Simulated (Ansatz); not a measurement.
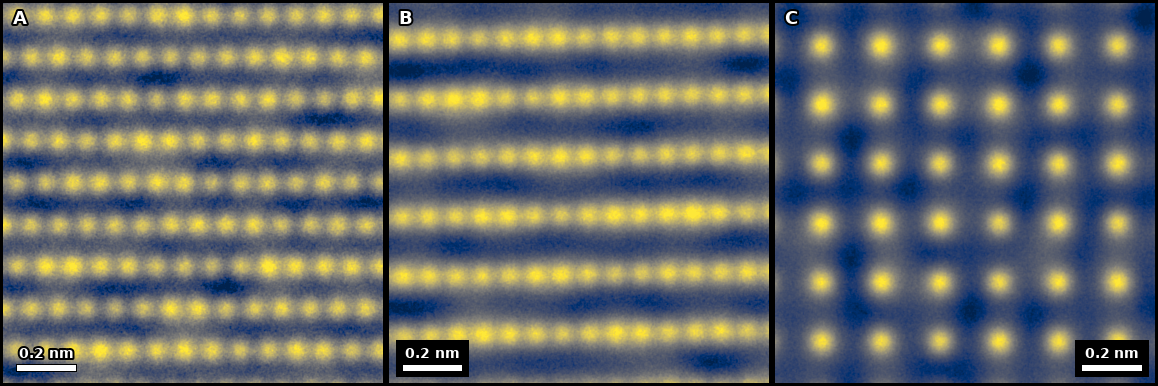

Three views of Al (Fm-3m, No. 225) along different zone axes. Simulated as the projected potential of neutral atoms (B = 0.8 Å²) blurred by a 0.50 Å probe, the thin-sample limit of integrated differential phase contrast. The display is stretched by a gamma of 0.8; percentages refer to the linear signal. Shot noise and the speckle of an amorphous layer were added. Model: the input geometry of a calculation.

```
CELL_PARAMETERS angstrom
4.05000 0.00000 0.00000
0.00000 4.05000 0.00000
0.00000 0.00000 4.05000
ATOMIC_POSITIONS crystal
Al 0.00000 0.00000 0.00000
Al 0.00000 0.50000 0.50000
Al 0.50000 0.00000 0.50000
Al 0.50000 0.50000 0.00000
```

Q: Match the panels to the zone axes [001], [210] and [221].

A is [221]: projected cell 0.95 × 1.51 Å, 108°, plane group c2mm. B is [210]: projected cell 0.91 × 2.02 Å, 90°, plane group p2mm. C is [001]: projected cell 2.03 × 2.03 Å, 90°, plane group p4mm.
